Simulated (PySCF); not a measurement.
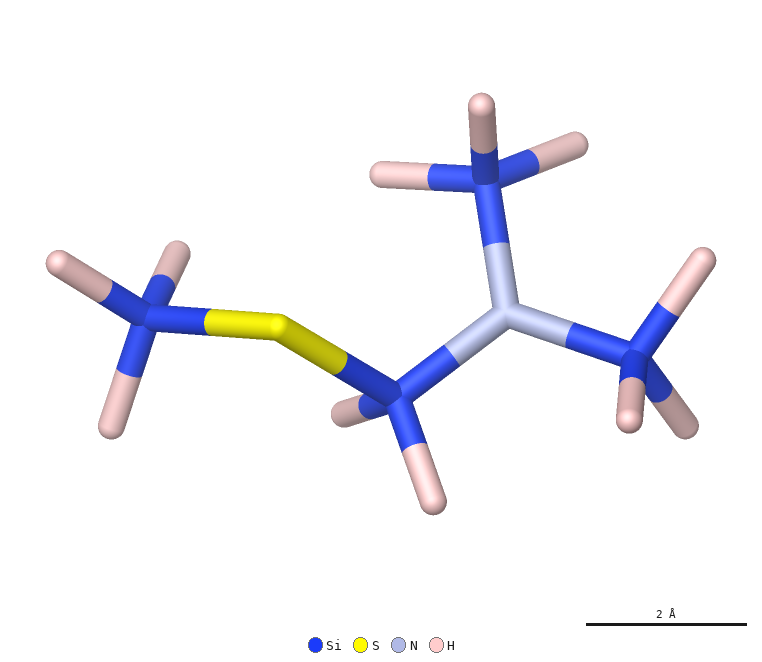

A stick model of a molecule. Every bond is drawn as one stick, whatever its order.

The computed structure is the end point of a PBE0-D3(BJ)/def2-SVP optimisation. No frequency run is at hand to confirm it as a minimum.

Which formula does it have?

Answer. H11NSSi4, 17 atoms: 11 hydrogen, 1 nitrogen, 1 sulfur and 4 silicon.

Name functional groups in it.

Answer. Among them: Si–H bond, Si–N bond.

Which point group does it belong to?

Answer. C1.

Give a SMILES string for it.

Answer. [SiH3]S[SiH2]N([SiH3])[SiH3]

The parts below concern this one geometry. Atoms keep their numbers from picture to picture.

## Dipole moment

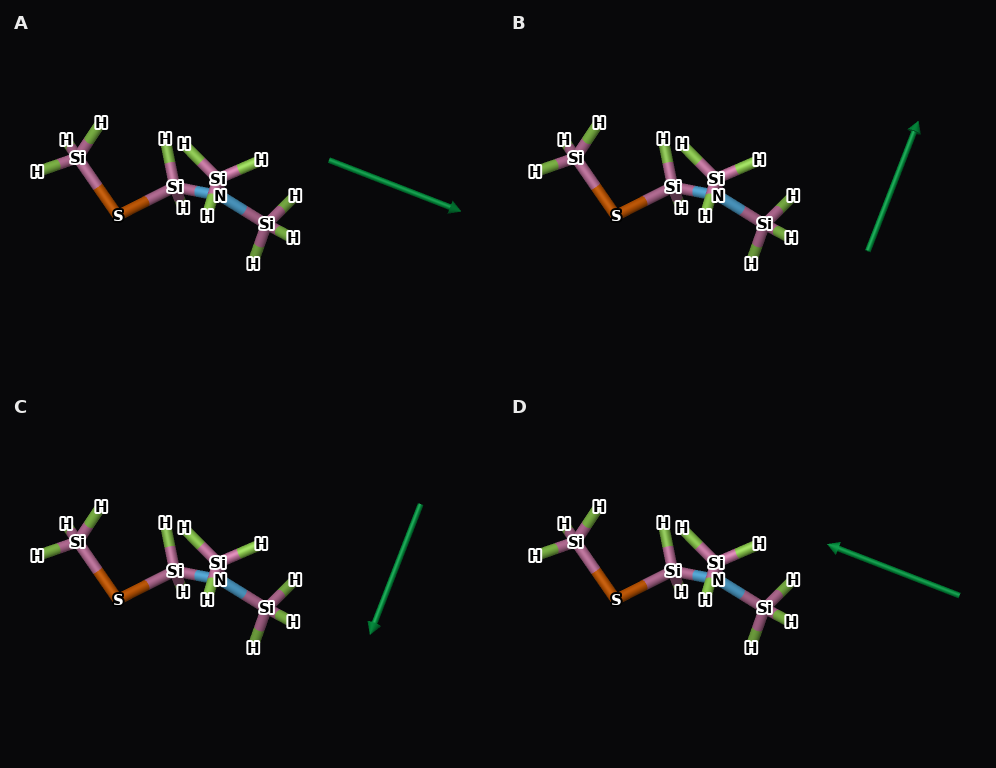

The same molecule four times, each with an arrow. No frequency run is at hand to confirm it as a minimum. Properties computed with CAM-B3LYP/def2-SVPD, gas phase (PySCF 2.14.0).

Which arrow points along the dipole moment, from the negative to the positive end?

Answer. B. The dipole moment is 0.99 D.

## Levels of theory compared

No frequency run is at hand to confirm it as a minimum. Program: PySCF 2.14.0.

At this fixed geometry, give lowest singlet excitation (eV), HOMO–LUMO gap (eV), HOMO energy (eV) at these levels: CAM-B3LYP/def2-SVPD; LC-wPBE/def2-SVPD; PBE0/6-31G*; PBE0/def2-SVP; PBE0/def2-TZVP; ωB97X-D/def2-SVPD.

```
              level  lowest singlet excitation (eV)  HOMO–LUMO gap (eV)  HOMO energy (eV)
CAM-B3LYP/def2-SVPD                            6.10                9.26             −8.72
  LC-wPBE/def2-SVPD                            6.52               11.68            −10.09
        PBE0/6-31G*                            5.96                7.22             −7.35
      PBE0/def2-SVP                            6.09                7.32             −7.42
     PBE0/def2-TZVP                            5.84                7.04             −7.49
  ωB97X-D/def2-SVPD                            6.17               10.53             −9.27
```

## Polarisability

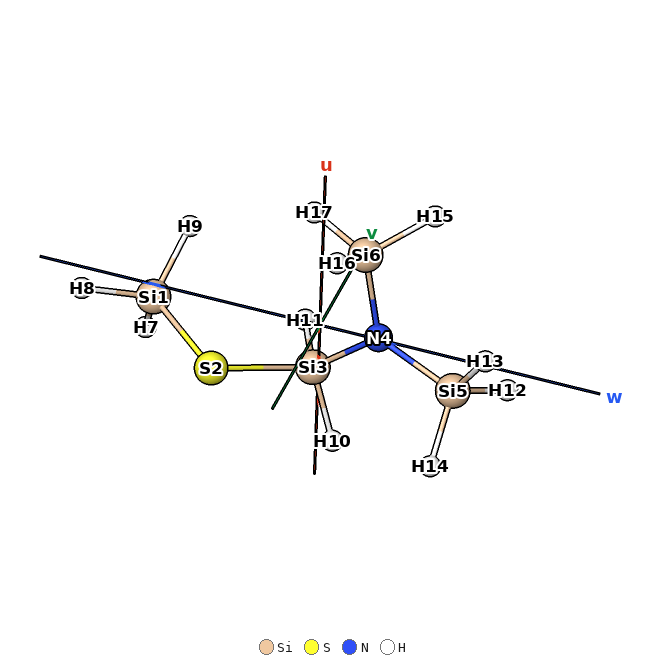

The lines u, v and w are the principal axes of the static dipole polarisability. No frequency run is at hand to confirm it as a minimum. Method: PBE0/def2-SVP (PySCF 2.14.0).

Along which axis is the molecule most polarisable, and along which least?

Answer. Most along w (close to the long direction Si1···Si5), least along v.

Give the three principal values.

Answer. u 108.9, v 99.9, w 146.4 bohr³; mean 118.4, anisotropy 42.7 bohr³.
